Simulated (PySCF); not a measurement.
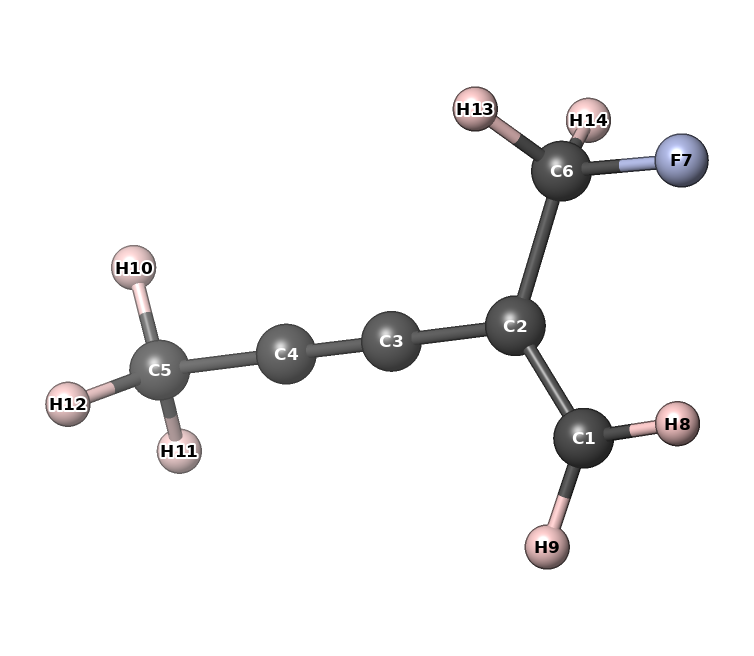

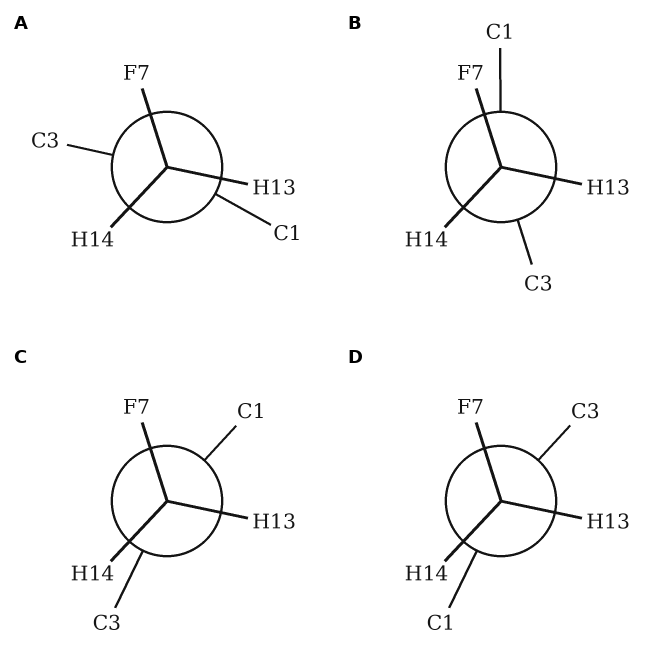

Depth is shown by fading: the farther an atom, the more it takes the colour of the background. Bonds that would overlap in a projection are set slightly apart. The geometry was computed by an optimisation with GFN2-xTB. No frequency run is at hand to confirm it as a minimum.

**Which Newman projection shows the view along C6–C2, with C6 in front?**

B. The torsion angle F7–C6–C2–C1 is 0°, synperiplanar (eclipsed).
